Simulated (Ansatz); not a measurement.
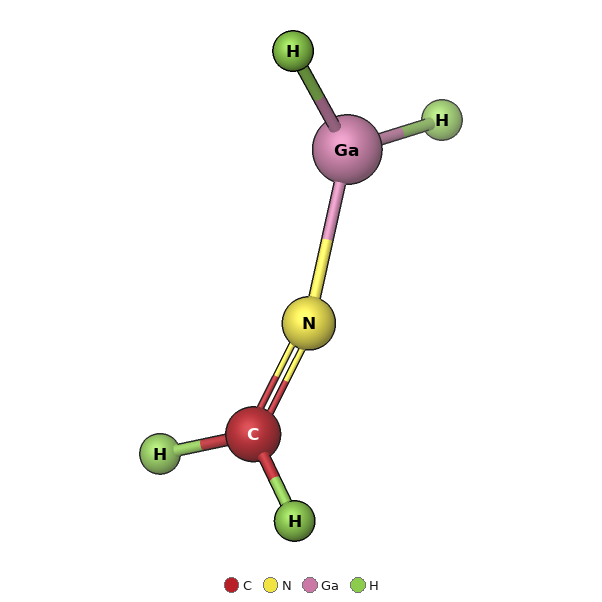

Depth is shown by fading: the farther an atom, the more it takes the colour of the background. The computed structure is the end point of a PBE0-D4/def2-TZVP optimisation.

**List the symmetry elements and name the point group.**

It has 1 mirror plane, so the point group is Cs. The group has 2 operations. The geometry is achiral, and symmetry allows a dipole moment.
